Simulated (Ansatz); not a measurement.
**H4Mo (MoH4) (triplet): density, localisation and related maps**

Input

```
crystal:
  periodic: [false, false, false]
  atoms:
    - {symbol: Mo, position_ang: [-0.000010, 0.000011, 0.000004]}
    - {symbol: H, position_ang: [0.010316, -0.017381, 1.688542]}
    - {symbol: H, position_ang: [1.588583, 0.010512, -0.572599]}
    - {symbol: H, position_ang: [-0.803422, 1.382168, -0.543809]}
    - {symbol: H, position_ang: [-0.795467, -1.375310, -0.572149]}
basis:
  gaussian: {orbitals: def2-TZVP, initial_orbitals: start.molden}
magnetization: {spin_polarized: true, initial_magnetization: 2}
hamiltonian: {xc: pbe0, dispersion: d4}
output: {orbitals: {seedname: orbitals}}
```

Run with:

```sh
ansatz run in.yaml --threads 2 --pin off --events-out ev --progress --plain --max-ram 32768MiB --backend cpu
```

Geometry: r2SCAN-D4/def2-TZVP; core potentials replace the inner electrons of Mo.

Computed with Ansatz 0.2.0, UKS PBE0-D4/def2-TZVP.

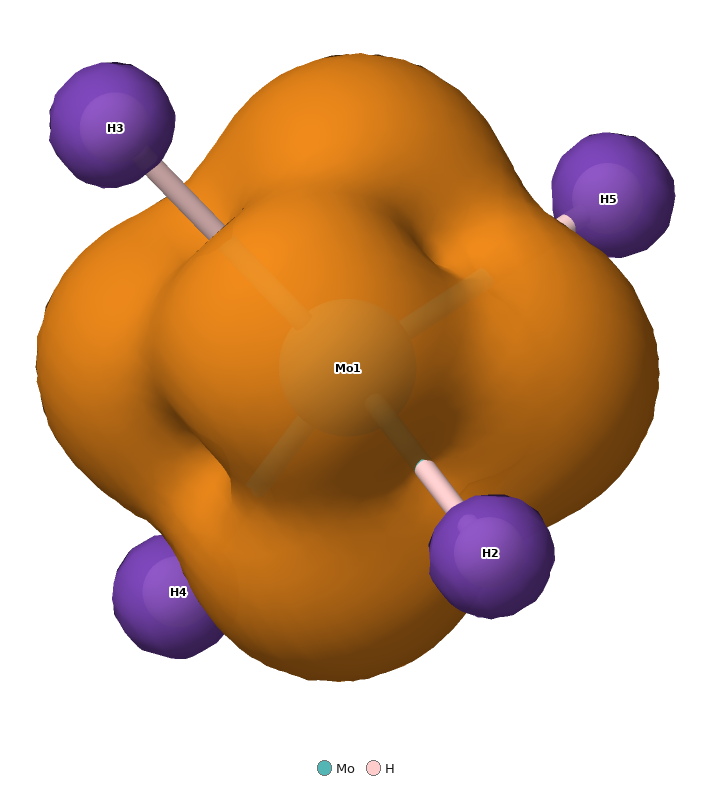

Figure 1. Isosurfaces of the spin density (α minus β) at +0.06 (orange) and −0.06 e/Å³ (purple), seen at a tilt.

**Which atoms carry the spin?**

The unpaired spin (2 electrons) lies mostly on Mo1 (about 2.0), in electrons by Hirshfeld's partition.

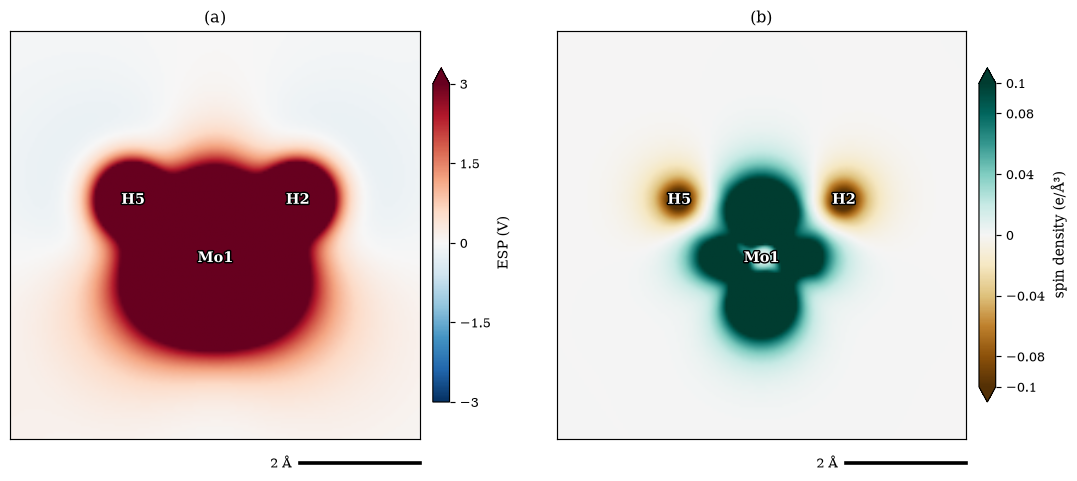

Figure 2. (a) molecular electrostatic potential; (b) spin density (α minus β) on the plane of atoms H2, Mo1 and H5.

**Describe what can be read from this map.**

The plane passes through Mo and H nuclei.

The potential has no marked negative region in this plane.

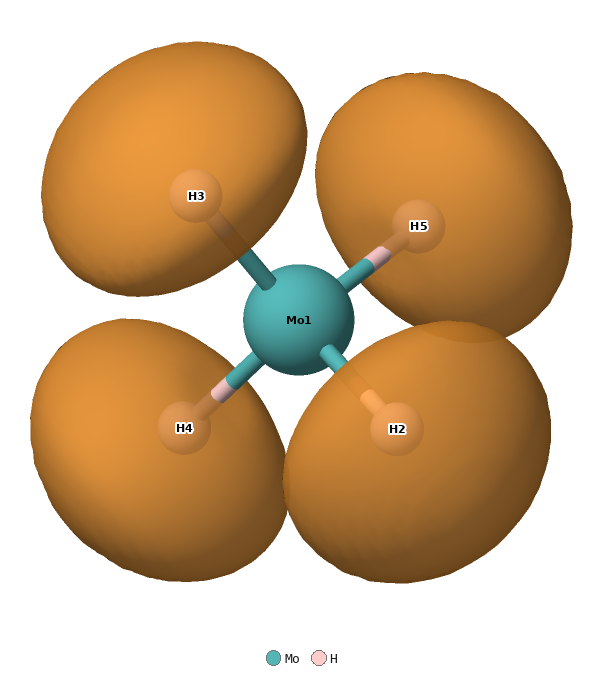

Figure 3. Isosurface of the ELF at 0.75 (orange), seen across its widest extent. Only the valence region is drawn (cores and ρ < 0.01 e/Å³ removed).

**Identify the bonds, lone pairs and shells in this picture.**

At this value the surface marks out four regions around hydrogen nuclei.


Mo–H (1.69 Å): the ELF climbs to about 1 towards the hydrogen.

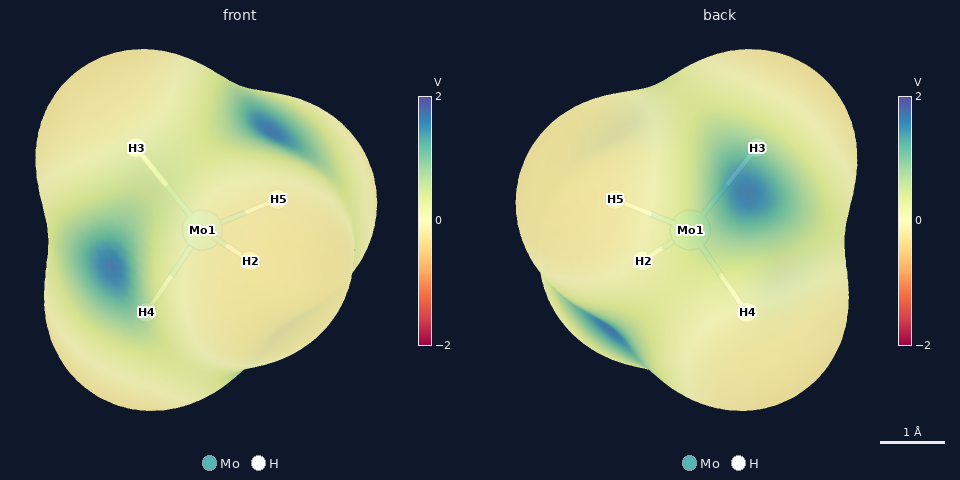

Figure 4. The electrostatic potential painted on the density surface at 0.001 e/bohr³, seen from the front and from behind; red is negative and blue positive.

**Which sites attract a positive test charge, and which a negative one?**

A positive charge is drawn to the negative regions and a negative charge to the positive ones. The most negative region (about −0.2 V) lies over H2, H3, H4 and H5, the most positive (about +1.7 V, or +39 kcal/mol for a unit charge) over Mo1.
